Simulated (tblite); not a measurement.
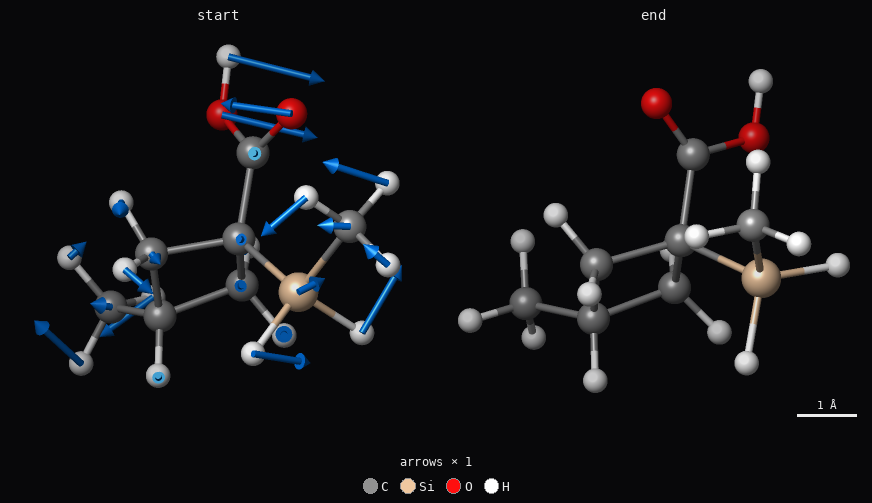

The structure of C7H14O2Si before (left) and after (right) a relaxation, at one scale. The blue arrows give the displacements, at their true length.

Style: ball-and-stick. Shown from a free direction.

Method: tblite, GFN2-xTB geometry optimisation, gas phase. 

### What changed between the two?

The largest move after the best rigid fit is that of an H atom, 1.70 Å. Largest moves by element: H 1.70 Å, O 1.68 Å, C 0.59 Å, Si 0.58 Å. Among the contacts that change: C–O 1.400 → 1.350 Å, C–O 1.254 → 1.206 Å, C–Si 1.869 → 1.917 Å, C–Si 1.846 → 1.893 Å. Among the angles between lasting bonds that change: C–O–H 123.6° → 109.7°, Si–C–C 115.2° → 107.2°, C–C–H 108.6° → 115.5°. Groups turn about C–C by about 90°, C–C by about 55°, C–Si by about 40°. After 211 geometry steps the energy has fallen by 124.4 kJ/mol.
